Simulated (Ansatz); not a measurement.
Consider Cl2H4N2Zr.

```xyz
9

Cl    0.8545   -1.0524    2.4421
Cl    1.9515    1.9928    0.1471
N    -1.3965    0.8263    0.4296
N     0.6077   -1.0826   -1.1468
Zr    0.4921    0.1469    0.4302
H    -1.7586    1.4792    1.1239
H    -2.1422    0.6024   -0.2245
H     0.4658   -2.0915   -1.1228
H     0.9257   -0.8211   -2.0790
```

Geometry: PBE0-D4/def2-SVP; core potentials replace the inner electrons of Zr.

Theory: isolated molecule in a Gaussian basis; Kohn-Sham density functional theory, functional PBE0 (Ansatz).

### Predict the electron density and electron localisation function between the atoms.

Zr–N (2.00 Å): ρ at the midpoint is about 0.9 e/Å³; the ELF peaks at about 0.90 in the valence shell of N, 0.6 Å from its nucleus, and drops to about 0.30 between the two atoms.
N–H (1.02 Å): ρ at the midpoint is about 2.8 e/Å³; the ELF climbs to about 1 towards the hydrogen, as it does in any bond to H (a covalent bond by its length).

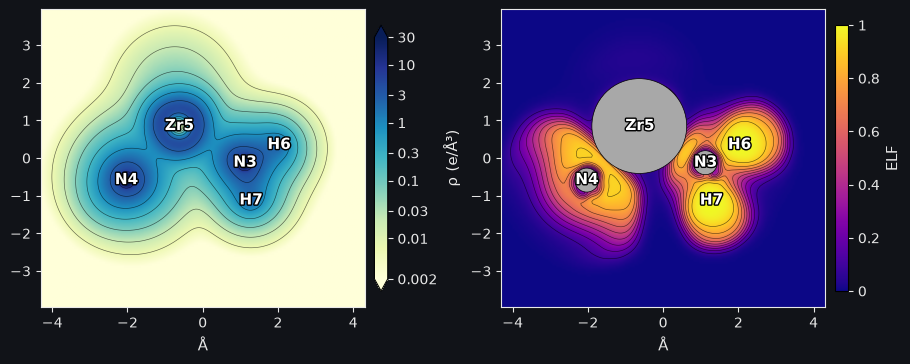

Computed electron density and electron localisation function on the plane of atoms Zr5, N3 and H7, in this order. Grey discs cover the atomic cores in the ELF map. 
